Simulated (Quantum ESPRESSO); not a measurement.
# Energy and gap at +3 % biaxial strain: Cl-CC-Cl chair, 1 layer

**Set-up.** Quantum ESPRESSO 7.5 driven by ASE, PBE, GBRV ultrasoft, ESM (bc1); atomic heights clamped; cell area 7.346 Å² at zero strain.

```tsv
strain (%)	energy (meV a cell)	gap on the mesh (eV)
−3	100.15	1.029
−1.5	23.25	1.370
0	0.00	1.538
+1.5	22.43	1.330
```

To predict: What are energy and gap at +3 %, and how stiff is the sheet?

**Fit.** About zero, E'' = (23.25 + 22.43 − 2 × 0.00)/1.5² = 20.30 meV per %² and E' = (22.43 − 23.25)/3 = −0.27 meV per %. With E = A K ε², where K = (C11 + C22)/2 + C12 (C11 + C12 for a hexagonal sheet), K = 20.30 × 10/(2 × 7.346) × 16.02 = 221 N/m. The parabola gives E(+3 %) = 0.00 + 3 × (−0.27) + 4.5 × 20.30 = 90.5 meV. Continuing the last slope, the gap is 2 × 1.330 − 1.538 = 1.122 eV.

**Check.** E = 83.3 meV and the gap 1.075 eV. The parabola misses by +7.2 meV, too high, since bonds soften under tension. The gap's line misses by +0.047 eV: the gap is not linear in strain.

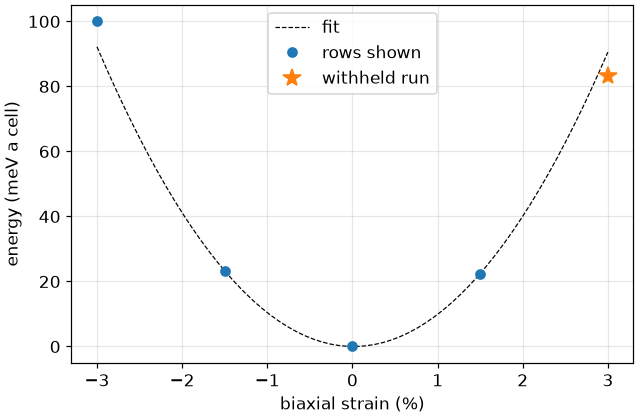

The rows shown, the fit and the withheld run.

**Limits.** Clamped heights stiffen sheets with several planes. Semilocal gap, no spin-orbit coupling.

[Logs are printed without paths, hosts, clocks, repeated set-up lines and the standing remarks that a program may print on its own settings, such as how far it seeks lower states.]
